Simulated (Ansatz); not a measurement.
Consider C₂H₇BrSi (SMILES C[SiH](C)Br).

```xyz
11

C    -2.1899   -1.1231    0.8137
C     0.1403   -2.6111   -0.6038
Br    0.7599   -1.2381    2.3786
Si   -0.3603   -1.1396    0.4338
H    -2.4515   -0.2645    1.4497
H    -2.7715   -1.0534   -0.1199
H    -2.4850   -2.0441    1.3392
H     0.0549    0.1353   -0.2221
H    -0.3752   -2.5826   -1.5775
H     1.2251   -2.6127   -0.7862
H    -0.1257   -3.5512   -0.0970
```

Geometry: PBE0-D3(BJ)/def2-SVP.

The calculation used Ansatz, isolated molecule in a Gaussian basis; Kohn-Sham density functional theory, functional PBE0.

**What will maps of the electron density and electron localisation function show?**

C–Si (1.87 Å): the density is about 0.98 e/Å³ at the midpoint; the ELF peaks at about 0.95 between the atoms, as expected for localised, covalent bonding.
C–H (1.10 Å): ρ is about 1.9 e/Å³ halfway; the ELF climbs to about 1 towards the hydrogen, as it does in any bond to H (an ordinary covalent bond to hydrogen).

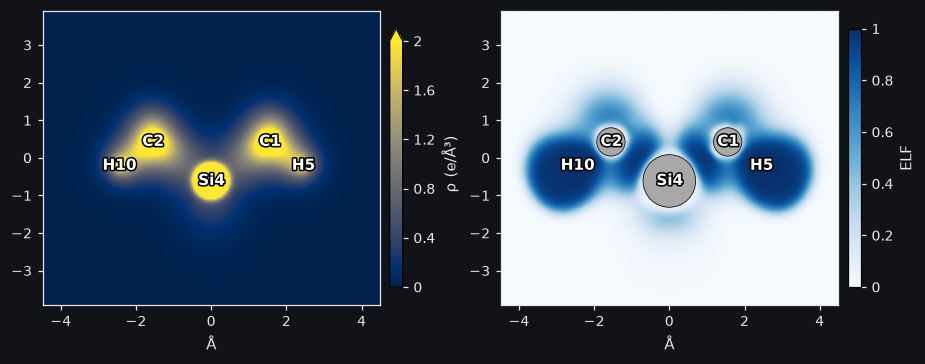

Computed electron density and electron localisation function on the plane of atoms C1, Si4 and C2, in this order. Grey discs cover the atomic cores in the ELF map. 
